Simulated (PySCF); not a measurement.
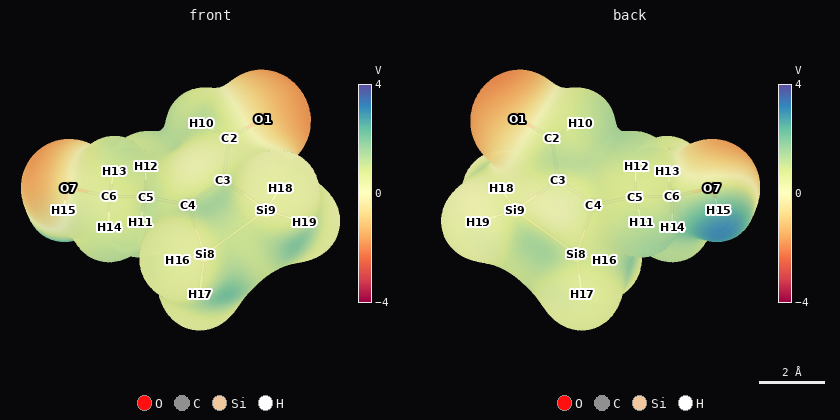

Figure 1: C5H10O2Si2 (SMILES O=CC1=C(CCO)[SiH2][SiH2]1). The electrostatic potential painted on the density surface at 0.004 e/bohr³, seen from the front and from behind; red is negative and blue positive.

Geometry: GFN2-xTB.

All numbers below come from PBE0/pcSseg-1, SCF density, gas phase, non-relativistic (PySCF 2.14.0).

```yaml
atoms:
  - { symbol: O, position_ang: [1.8328, 3.1454, 0.0144] }
  - { symbol: C, position_ang: [0.9423, 2.3413, -0.1514] }
  - { symbol: C, position_ang: [1.1299, 0.9162, -0.0170] }
  - { symbol: C, position_ang: [0.2352, -0.0831, -0.2166] }
  - { symbol: C, position_ang: [-1.1800, 0.0300, -0.6538] }
  - { symbol: C, position_ang: [-2.1231, -0.5796, 0.3944] }
  - { symbol: O, position_ang: [-3.4759, -0.4759, 0.0330] }
  - { symbol: Si, position_ang: [1.2389, -1.6743, 0.1756] }
  - { symbol: Si, position_ang: [2.7681, 0.0752, 0.4861] }
  - { symbol: H, position_ang: [-0.0798, 2.6887, -0.4103] }
  - { symbol: H, position_ang: [-1.2976, -0.5298, -1.5893] }
  - { symbol: H, position_ang: [-1.4788, 1.0648, -0.8362] }
  - { symbol: H, position_ang: [-2.0295, -0.0351, 1.3369] }
  - { symbol: H, position_ang: [-1.8425, -1.6286, 0.5684] }
  - { symbol: H, position_ang: [-3.6148, -0.9356, -0.8030] }
  - { symbol: H, position_ang: [0.6403, -2.4324, 1.2817] }
  - { symbol: H, position_ang: [1.2238, -2.5847, -0.9778] }
  - { symbol: H, position_ang: [3.2417, 0.4256, 1.8266] }
  - { symbol: H, position_ang: [3.8590, 0.2812, -0.4689] }
```

Question: Where is the surface potential most negative and most positive?

Answer: The most negative region (about −1.9 V) lies over O1, the most positive (about +3.1 V) over H15. O1 is the likeliest acceptor of a hydrogen bond.

Question: What dipole moment does the calculation give?

Answer: Its dipole moment is 3.67 D.
